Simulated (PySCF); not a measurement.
## Electronic structure of C2H7ClOSi in real space

```yaml
atoms:
  - { symbol: C, position_ang: [0.2034, 0.6557, -0.1713] }
  - { symbol: Si, position_ang: [-1.5089, -0.1898, -0.3182] }
  - { symbol: C, position_ang: [1.3463, -0.2646, 0.2007] }
  - { symbol: O, position_ang: [0.0685, 1.7190, 0.6874] }
  - { symbol: Cl, position_ang: [0.5519, 1.2657, -1.8952] }
  - { symbol: H, position_ang: [-2.5134, 0.8137, -0.7615] }
  - { symbol: H, position_ang: [-1.4042, -1.3092, -1.2974] }
  - { symbol: H, position_ang: [-1.8861, -0.7384, 1.0211] }
  - { symbol: H, position_ang: [1.4382, -1.1008, -0.5054] }
  - { symbol: H, position_ang: [1.1789, -0.6639, 1.2137] }
  - { symbol: H, position_ang: [2.2993, 0.2916, 0.1923] }
  - { symbol: H, position_ang: [0.9335, 2.1338, 0.8129] }
```

Geometry: PBE0-D3(BJ)/def2-SVP.

Level of theory: PySCF 2.14.0, PBE0/pcSseg-2, SCF density, gas phase, non-relativistic.

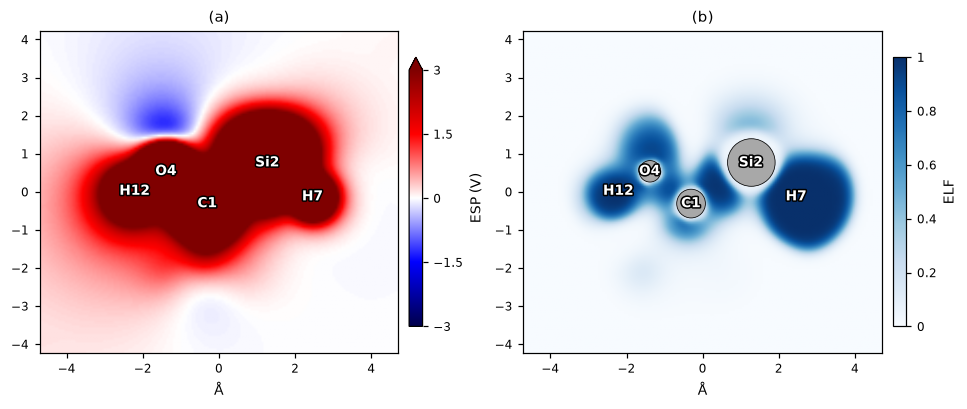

Figure 1. (a) molecular electrostatic potential; (b) electron localisation function on the plane of atoms C1, Si2 and H7. Grey discs cover the atomic cores in the ELF map.

Question: Describe what can be read from this map.

Answer:
- Atoms in the plane: C, Si, O and H.
- C–O (1.37 Å): the ELF peaks at about 0.85 between the atoms, as expected for a shared but strongly polarised pair.
- C–Si (1.92 Å): the ELF peaks at about 1 between the atoms, as expected for a shared electron pair.
- O–H (0.97 Å): the ELF climbs to about 1 towards the hydrogen, as it does in any bond to H; a covalent bond by its length.
- Si–H (1.49 Å): the ELF climbs to about 1 towards the hydrogen.
- The ELF also peaks beside O4, away from the bonds: lone-pair regions.
- Outside the dense part of the molecule the potential is most negative (−1.2 V) near O4.

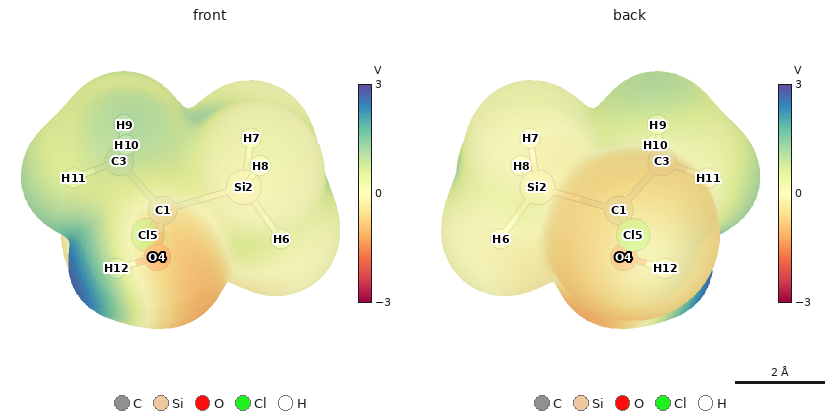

Figure 2. The electrostatic potential painted on the density surface at 0.002 e/bohr³, seen from the front and from behind; red is negative and blue positive.

Question: Which sites attract a positive test charge, and which a negative one?

Answer: A positive charge is drawn to the negative regions and a negative charge to the positive ones. The most negative region (about −1.1 V) lies over O4, the most positive (about +2.7 V) over H12. O4 is the likeliest acceptor of a hydrogen bond.

Question: How polar is the molecule by this calculation?

Answer: Its dipole moment is 2.24 D.
